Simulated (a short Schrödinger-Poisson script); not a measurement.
Stack: MOS inversion layer, SiO2 on p-type Si(100), at 300 K.

| layer | material | thickness (nm) | Na (cm⁻³) |
|---|---|---|---|
| 1 | SiO2 | 2.8 | - |
| 2 | Si | 260 | 2.8e18 |

The device is made up for the run: typed textbook-type constants, with dimensions and the other settings drawn at random. SiO2: permittivity 3.9, conduction-band edge (eV) 3.15, gap (eV) 9, electron mass (mₑ) 0.5. Si: permittivity 11.7, conduction-band edge (eV) 0, gap (eV) 1.124, Nv at 300 K (cm⁻³) 3.1e19.

Channel valleys (confinement mass, in-plane density-of-states mass, number): Δ2 0.916, 0.19, 2; Δ4 0.19, 0.417, 4. At the gate the conduction-band edge of layer 1 lies 3.24 eV − eVg above the Fermi level of the channel; the field vanishes at the back. Gaps are held at their typed values at every temperature. Mesh 0.03 nm at interfaces.

Solved with a short Schrödinger-Poisson script written for these runs: 1D Poisson equation in equilibrium, electrons quantum, Hartree (BenDaniel-Duke, 12 states a valley, the channel's in-plane mass for all, wave functions ending at the dielectric), parabolic valleys, classical holes, full ionisation, no traps, pinning or gate leakage.

Only gate voltages with over 1e8 electrons/cm² are shown.

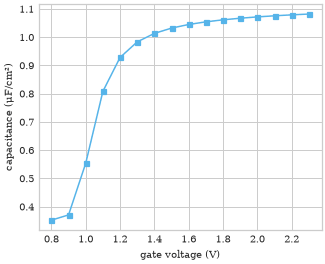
Quasi-static capacitance against gate voltage

```csv
Vg (V),electrons (cm⁻²),C (μF/cm²),Δ2 E0 (meV),Δ2 E1 (meV),Δ4 E0 (meV),Δ4 E1 (meV)
0.8,7.99e8,0.352,222.9,338.3,329.4,514.0
0.9,1.06e10,0.371,155.9,274.5,265.3,455.5
1,1.04e11,0.554,96.3,217.8,208.4,403.4
1.1,4.28e11,0.808,58.8,182.6,173.3,371.3
1.2,9.19e11,0.928,37.5,163.4,154.2,354.1
1.3,1.48e12,0.983,23.3,151.1,142.1,343.3
1.4,2.08e12,1.01,12.6,142.3,133.5,335.7
1.5,2.71e12,1.03,3.9,135.3,126.7,329.8
1.6,3.34e12,1.04,-3.7,129.5,121.1,325.0
1.7,3.98e12,1.05,-10.4,124.5,116.4,321.0
1.8,4.64e12,1.06,-16.5,120.0,112.1,317.4
1.9,5.29e12,1.07,-22.2,116.0,108.3,314.3
2,5.95e12,1.07,-27.5,112.3,104.8,311.4
2.1,6.61e12,1.08,-32.6,108.9,101.6,308.8
2.2,7.28e12,1.08,-37.5,105.6,98.5,306.3
2.3,7.95e12,1.08,-42.2,102.6,95.6,304.0
```

Subbands count from the Fermi level.
